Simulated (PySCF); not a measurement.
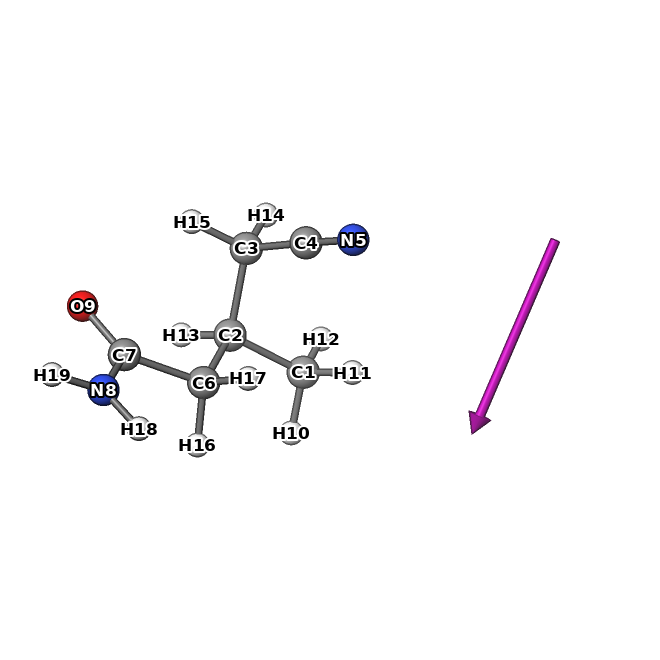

The arrow beside the molecule shows the direction of the dipole moment, from the negative to the positive end (its length means nothing). Computed geometry: GFN2-xTB optimisation. No frequency run is at hand to confirm it as a minimum. Properties computed with PBE0/pcSseg-1, gas phase (PySCF 2.14.0).

Estimate the dipole moment.

3.54 D; it points from the side of N5 to the side of H16 (the outermost atoms at the two ends).
